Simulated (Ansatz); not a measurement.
# InF (model cell, started as NiAs type): phonons and vibrational spectra, part 2 of 2

Wanted: phonon frequencies of InF (model cell, started as NiAs type) and what follows from them.

Ansatz 0.2.0; DFT LDA, scalar-relativistic, plane waves, PAW.

So far. Step 4 (Tight relaxation): The forces vanish by symmetry and the pressure is 0.004 GPa, within the tolerances set. The cell now holds 16.47 Å³/atom. Step 5 (Modes at Γ): Before it was imposed, the acoustic sum rule was missed by 2.4e-5 eV/Å². Small misses are needed for a sound result but don't prove that mesh and cutoff are converged. The lowest optical mode is imaginary, 96.8i cm⁻¹, so the energy falls along it. The relaxed cell has a = 3.178, c = 7.535 Å (conventional setting).

The structure was built from a prototype and need not be the compound's stable phase.

## 6. Phonons on a q mesh

Stability and thermal properties need the whole zone. Linear response on a 3×3×2 q mesh gives force constants as far as a supercell of that size would.

File input.yaml:

```yaml
crystal:
  lattice:
    - [3.1776817916, 0.0, 0.0]
    - [-1.5888408958, 2.7519531566, 0.0]
    - [0.0, 0.0, 7.5354644677]
  atoms:
    - { symbol: In, position: [0.0, 0.0, 0.0] }
    - { symbol: In, position: [0.0, 0.0, 0.5] }
    - { symbol: F, position: [0.3333333333, 0.6666666667, 0.25] }
    - { symbol: F, position: [0.6666666667, 0.3333333333, 0.75] }
kpoints:
  mp_grid: { grid: [15, 15, 6] }
hamiltonian:
  xc: lda
scf:
  occupations: { method: methfessel_paxton, width: 0.2 }
output:
  eigenvalues: true
phonons:
  method: dfpt
  qmesh: [3, 3, 2]
  temperatures: { t_max: 1000, t_step: 50 }
  qpath:
    path:
      - [[0.0, 0.0, 0.0], [0.5, 0.0, 0.0], [0.33333333, 0.33333333, 0.0], [0.0, 0.0, 0.0], [0.0, 0.0, 0.5], [0.5, 0.0, 0.5], [0.33333333, 0.33333333, 0.5], [0.0, 0.0, 0.5]]
      - [[0.5, 0.0, 0.5], [0.5, 0.0, 0.0]]
      - [[0.33333333, 0.33333333, 0.5], [0.33333333, 0.33333333, 0.0]]
    npoints: 10
```

Run with:

```sh
$ ansatz run input.yaml --threads 4 --pin off --max-ram 7168MiB --backend cpu --events-out ev --progress --plain --runs-dir out
```

Numbers of over 12 decimals in the logs are rounded to 6 here.

What it wrote:

```text
Warning: phonons: the dynamical matrix that this run interpolates holds no multipole term above the dipole-dipole one, and a site of this crystal is no centre of inversion, so its interpolated transverse optical and acoustic branches and sound speeds can stay off near Gamma, and the density of states and the thermodynamics with them. What a run solves at a wave vector of phonons.qpoints, Gamma apart, where the deck admits one, is free of this, and under fd what a larger phonons.supercell samples
[...]
Crystal: 4 atoms, lattice volume = 65.896 Å³
Basis set: ecut = 420 eV, 1321 PW (Γ), exchange–correlation on 48×48×108 points (8 copies of the dense FFT grid, shifted against one another)
Bands: 24, of which v1, the nominal top of the filled ones, is band 20 counted from 1 (19 counted from 0)
Symmetry: 24 space group operations
k-points: 108 of 1350
[...]
SCF iter   1: F=—  HF=-12502.161393 eV  |F-HF|=—  |Δ(HF+E_count)|=         —  Δρ=2.22e-2  dr2=2.48e-1  ethr=1.77e-3  ⟨swp⟩=5.2  Hψ=10714  notcnv=0
[...]
SCF iter  11: F=-12502.097676 eV  HF=-12502.097676 eV  |F-HF|=5.46e-12  |Δ(HF+E_count)|=  3.64e-12  S|Δr|=    0.00e0  Δρ=4.33e-8  dr2=1.62e-12  ethr=1.00e-12  ⟨swp⟩=5.2  Hψ=10410  notcnv=0
SCF 1 converged in 11 iterations: F = -12502.097676 eV  dr2 = 1.62e-12
[...]
SCF iter   1: F=—  HF=-12502.097676 eV  |F-HF|=—  |Δ(HF+E_count)|=         —  Δρ=1.34e-7  dr2=9.65e-12  ethr=8.69e-9  ⟨swp⟩=3.9  Hψ=19138  notcnv=0
eigensolver tolerance schedule: the retry pair's looser diagonalisation over-reported the residual by 360230.65 of it (diagonalisation noise at an unbounded share of the residual, at the tolerance the schedule requests for it); recorded, not acted on — ethr = c·dr2/N_el stays at c = 1.0e-1
[...]
SCF iter   2: F=-12502.097676 eV  HF=-12502.097676 eV  |F-HF|=1.46e-11  |Δ(HF+E_count)|=  7.19e-10  S|Δr|=    0.00e0  Δρ=1.40e-7  dr2=9.77e-12  ethr=1.00e-12  ⟨swp⟩=6.4  Hψ=11320  notcnv=0
SCF 2 converged in 2 iterations: F = -12502.097676 eV  dr2 = 9.77e-12
phonons: the bands overlap, so this run is a metal and interpolates without the dipole-dipole term. If the crystal is really an insulator or semiconductor, its LO-TO splitting is missing
NSCF: frozen V_eff on 108 k-points
[...]
DFPT response loops at q = (0, 0, 0) (fractional): preconditioner auto → Kerker (q_TF=auto, 2.510 Å⁻¹) (partly filled bands, converged f_vac=0.009); β = 1.00, the filter's whole step (`scf.mixing.beta` (0.50) is not read by the response loops under this deck's `scf.mixing.preconditioner`; to damp them name `kerker` or `kerker_dos`, under which they read `scf.mixing.beta`, and type it under 1.00, their step now; both keys bind the ground state too); Broyden in place of MSR1
[...]
SCF converged after 11 iterations
[...]
Free energy (F): -12502.097676 eV
[...]
Internal energy: -12502.097871 eV  (E = F + TS)
E sigma→0 (E₀):  -12502.097725 eV
Entropy (-TS):   0.000195 eV (0.049 meV/atom)
Fermi energy:    8.863653 eV
[...]
--- Band table (eV; the first three rows and the last of 108) ---
  k-point 0: bands = [... 16 lower, 4.7332, 4.8391, 4.8391, 7.2733, 9.6422, 14.8483, 17.3978, 20.0009]
  k-point 1: bands = [... 16 lower, 4.7405, 4.8328, 4.8328, 6.8937, 10.0598, 14.2398, 18.0798, 20.0516]
  k-point 2: bands = [... 16 lower, 4.7601, 4.8133, 4.8133, 6.1220, 10.9490, 13.1402, 19.3845, 20.1992]
  k-point 107: bands = [... 16 lower, 4.0940, 4.0940, 8.8092, 8.8092, 9.9718, 9.9718, 11.3754, 11.3754]
--- Phonons (Γ-DFPT): 4 representative perturbations + reference (Σ response iterations 12) ---
  ASR residual: 3.260e-5 → 0.000e0 eV/Å²; symmetrization residual: 5.326e-6 eV/Å²
  ASR residual per site (eV/Å²): 3.26e-5 3.26e-5 9.21e-6 9.21e-6
[...]
--- Phonons (arbitrary-q DFPT): 6 irreducible q on the 3×3×2 mesh ---
  q = [0.0000, 0.0000, 0.0000] (star 1, of the zone-centre solve; hermiticity 1.96e-6, symmetrization 1.62e-12): -96.85 -71.42 -71.42 -33.62 -33.62 -0.00 0.00 0.00 39.18 39.18 156.23 208.73
  q = [0.0000, 0.0000, -0.5000] (star 1, 4 solved perturbations in 878 linear systems a pass and spin channel, the states on 368 of 1350 k-point pairs; hermiticity 1.22e-6, symmetrization 1.78e-11): -52.89 -52.89 -52.89 -52.89 -2.35 -2.35 -2.35 -2.35 106.83 106.83 205.33 205.33
[...]
sum rule: each row above includes the acoustic sum rule's correction from the zone centre's row sums; it moved no ω² by more than (0.36 cm⁻¹)²
  mesh force constants: q→R imaginary residual 0.00e0; ASR residual 3.260e-5 → 0.000e0 eV/Å²; symmetrization residual 2.220e-15 eV/Å²
  interpolated dispersion: 93 rows × 12 modes
  density of states and harmonic sums: on the 24×24×8 q-mesh, interpolated from the force constants of a 3×3×2 supercell (no non-analytic term)
  largest difference from the sums on the solved wave vectors: F 1.10e-1 eV, S 1.47e-4 and C_V 3.72e-5 eV/K
  zero-point energy: 0.059900 eV/cell   skipped modes (ω ≤ 0): 818, of them read as no rigid motion or as one in doubt: 815 (2.570e0 modes/cell left out, lowest -108.27 cm⁻¹)   left out of the sums: 2.14e-1 of the cell's modes: C_V's classical limit lies that fraction below 3 k_B per atom; for a crystal, a wire or a layer, F and S can be off by more, and a phonons.interpolated_qmesh denser along its periods is the remedy for the sampling
```

Run time: 8 min. Hardware: 4 threads of Arm Neoverse V2, shared host; peak memory 3 GiB.

Numbers from this step:

```yaml
sum_rule_residual_before_enforcement: 3.26e-5 eV/Å²
lowest_frequency_on_the_path: -108.3 cm⁻¹
highest_frequency_on_the_path_or_at_a_solved_wavevector: 225.2 cm⁻¹
lowest_mode_on_the_q_mesh_acoustic_modes_at_gamma_apart: -108.3 cm⁻¹
```

Frequencies (cm⁻¹) solved at each irreducible wavevector; negative means imaginary. Frequencies by wavevector, by row:

```tsv
q in reciprocal lattice units	star	mode 1	mode 2	mode 3	mode 4	mode 10	mode 11	mode 12
0 0 0	1	-96.8	-71.4	-71.4	-33.6	39.2	156.2	208.7
0 0 -0.5	1	-52.9	-52.9	-52.9	-52.9	106.8	205.3	205.3
0 0.3333 0	6	-70.9	-57	-39.5	19.2	130.2	152.7	185.2
0 0.3333 -0.5	6	-56.6	-56.6	36.8	36.8	137.1	165.2	165.2
0.3333 0.3333 0	2	-108.3	-74.8	73.1	73.1	141.1	141.1	163.2
0.3333 0.3333 -0.5	2	-79.3	-79.3	36.8	36.8	126.6	174.6	174.6
```

Interpolated from a 3×3×2 q mesh. The phonon branches at the labelled points (cm⁻¹):

```tsv
point	branch 1	branch 2	branch 3	branch 4	branch 9	branch 10	branch 11	branch 12
Γ	-97	-71	-71	-34	39	39	156	209
M	-93	-71	-64	-62	139	150	172	206
K	-108	-75	73	73	138	141	141	163
Γ	-97	-71	-71	-34	39	39	156	209
A	-53	-53	-53	-53	107	107	205	205
L	-69	-69	41	41	150	150	164	164
H	-79	-79	37	37	127	127	175	175
A	-53	-53	-53	-53	107	107	205	205
jump to L	-69	-69	41	41	150	150	164	164
M	-93	-71	-64	-62	139	150	172	206
jump to H	-79	-79	37	37	127	127	175	175
K	-108	-75	73	73	138	141	141	163
```

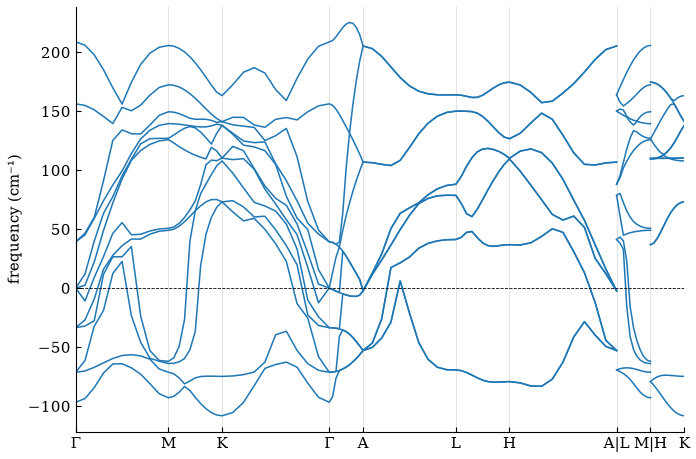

Phonon branches along the path.

The phonon density of states has structure finer than the step of the table below, so its rows give means over 20 cm⁻¹, whole bins alone (the curve runs from -108 to 222 cm⁻¹). Peaks (cm⁻¹: height): -72.5: 0.0652, 52.5: 0.0772, 137.5: 0.0774.

Tetrahedra on a 24×24×8 mesh, mean over bins of 5 cm-1. Interpolated from a 3×3×2 q mesh. The phonon density of states by wavenumber; means over each step:

```tsv
wavenumber (cm⁻¹)	phonon density of states (1/cm⁻¹/cell)
-80	0.0425
-60	0.0374
-40	0.0223
-20	0.0139
0	0.0123
20	0.0245
40	0.0589
60	0.0674
80	0.0427
100	0.0438
120	0.0679
140	0.0701
160	0.0507
180	0.0293
200	0.00950
```

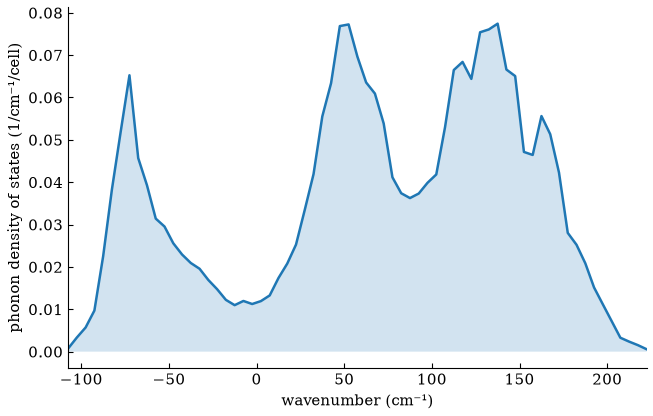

Phonon density of states, plotted against wavenumber.

The partial phonon density of states has structure finer than the step of the table below, so its rows give means over 25 cm⁻¹, whole bins alone (the curve runs from -118 to 242 cm⁻¹). Peaks (cm⁻¹: height): F -48.1: 0.0207, 56.1: 0.0258, 110.4: 0.0341, 130.8: 0.0383, 169.3: 0.0492; In -73.0: 0.0485, 49.3: 0.0584, 128.5: 0.0442.

Phonopy on the run's constants, 21x21x7 mesh, Gaussian sigma 2.6 cm-1. Interpolated from a 3×3×2 q mesh. The partial phonon density of states by wavenumber; means over each step; values in 1/cm⁻¹/cell:

```tsv
wavenumber (cm⁻¹)	F	In
-100	0.00316	0.00347
-75	0.0145	0.0315
-50	0.0179	0.0109
-25	0.00929	0.00749
0	0.00297	0.00530
25	0.0112	0.0211
50	0.0216	0.0499
75	0.0205	0.0277
100	0.0247	0.0191
125	0.0325	0.0398
150	0.0372	0.0205
175	0.0343	0.00257
200	0.00934	5.2e-4
225	7.1e-4	8.8e-5
```

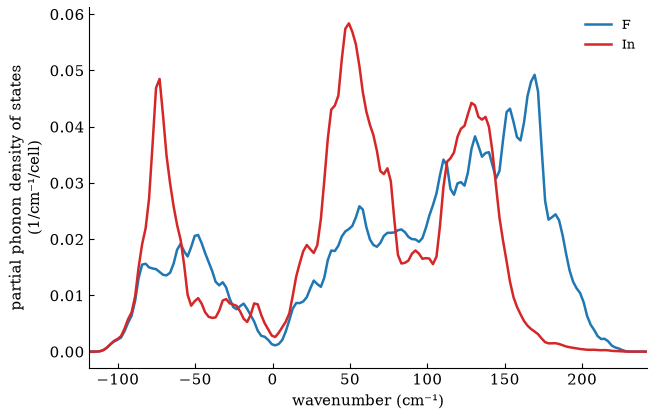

Partial phonon density of states against wavenumber.

Symmetry leaves 6 wavevectors to solve. The lowest mode among them, the acoustic zeros apart, lies at q = (0.333, 0.333, 0) and is imaginary, 108.3i cm⁻¹, so the energy falls along it.

## 7. Isotope substitution

An isotope changes the mass and not the force constants, so no new electronic calculation is needed; the shifts show which modes move this element.

The same force constants with the mass of In changed from 114.818 to 112.904 u (phonopy, no LO-TO term). Both lists are sorted by frequency; levels can cross, so a row need not hold one and the same mode. Modes under 3 cm⁻¹ are left out. Isotope shifts, by row, the first 40 of 41 rows:

```tsv
q	rank	natural mass (cm⁻¹)	changed mass (cm⁻¹)
0 0 0	1	-96.85	-96.96
0 0 0	2	-71.42	-71.5
0 0 0	3	-71.42	-71.5
0 0 0	4	-33.62	-33.9
0 0 0	5	-33.62	-33.9
0 0 0	9	39.18	39.18
0 0 0	10	39.18	39.18
0 0 0	11	156.2	157.6
0 0 0	12	208.7	208.7
0 0 -0.5	1	-52.89	-53.04
0 0 -0.5	2	-52.89	-53.04
0 0 -0.5	3	-52.89	-53.04
0 0 -0.5	4	-52.89	-53.04
0 0 -0.5	9	106.8	107.6
0 0 -0.5	10	106.8	107.6
0 0 -0.5	11	205.3	205.6
0 0 -0.5	12	205.3	205.6
0 0.3333 0	1	-70.92	-71.45
0 0.3333 0	2	-56.99	-57.02
0 0.3333 0	3	-39.55	-39.71
0 0.3333 0	4	19.25	19.31
0 0.3333 0	5	39.62	39.96
0 0.3333 0	6	44.44	44.79
0 0.3333 0	7	114.3	114.3
0 0.3333 0	8	118.2	118.9
0 0.3333 0	9	123	123.7
0 0.3333 0	10	130.2	130.9
0 0.3333 0	11	152.7	152.8
0 0.3333 0	12	185.2	185.4
0 0.3333 -0.5	1	-56.61	-56.92
0 0.3333 -0.5	2	-56.61	-56.92
0 0.3333 -0.5	3	36.83	37.12
0 0.3333 -0.5	4	36.83	37.12
0 0.3333 -0.5	5	74.92	75.28
0 0.3333 -0.5	6	74.92	75.28
0 0.3333 -0.5	7	76.86	76.9
0 0.3333 -0.5	8	76.86	76.9
0 0.3333 -0.5	9	137.1	138
0 0.3333 -0.5	10	137.1	138
0 0.3333 -0.5	11	165.2	165.3
```

A mode of this element alone would shift by +0.84 %. The highest zone-centre frequency without the field goes from 208.7 to 208.7 cm⁻¹ (+0.0 %).

## 8. Outcome

```
space group after relaxation (within 0.01 Å)            : P6_3/mmc
volume per atom                                         : 16.5 Å³
electronic character                                    : no gap on this mesh
highest optical mode at the zone centre (no LO-TO term) : 209 cm⁻¹
lowest optical zone-centre mode                         : -96.8 cm⁻¹
lowest mode on the q mesh (acoustic modes at Γ apart)   : -108 cm⁻¹
highest frequency on the path or at a solved wavevector : 225 cm⁻¹
imaginary modes on the 3×3×2 q mesh                     : yes
```

What this shows: Modes are clearly imaginary (beyond 10i cm⁻¹) at 6 of the 6 irreducible wavevectors, most at q = (0.333, 0.333, 0) (108.3i cm⁻¹), so this structure is not a minimum of the energy. The optical modes at Γ span -97 to 209 cm⁻¹ (negative means imaginary). The highest mode in this list at Γ, 208.7 cm⁻¹, is mostly motion of F (100 % of the kinetic energy). With no gap, or one that is small against the smearing, the frequencies hang on the k mesh and the smearing, most of all near Kohn anomalies. The starting cell was built on a prototype and not taken from a measurement, so the phase need not exist. These are harmonic frequencies at zero temperature: anharmonic shifts, linewidths and thermal expansion are left out.

[Logs are printed without paths, hosts, clocks, repeated set-up lines and the standing remarks that a program may print on its own settings, such as how far it seeks lower states.]

[Hosts, paths, dates, database ids (printed as entryN), source tags and the programs' standing remarks are cut or masked in the printed files.]
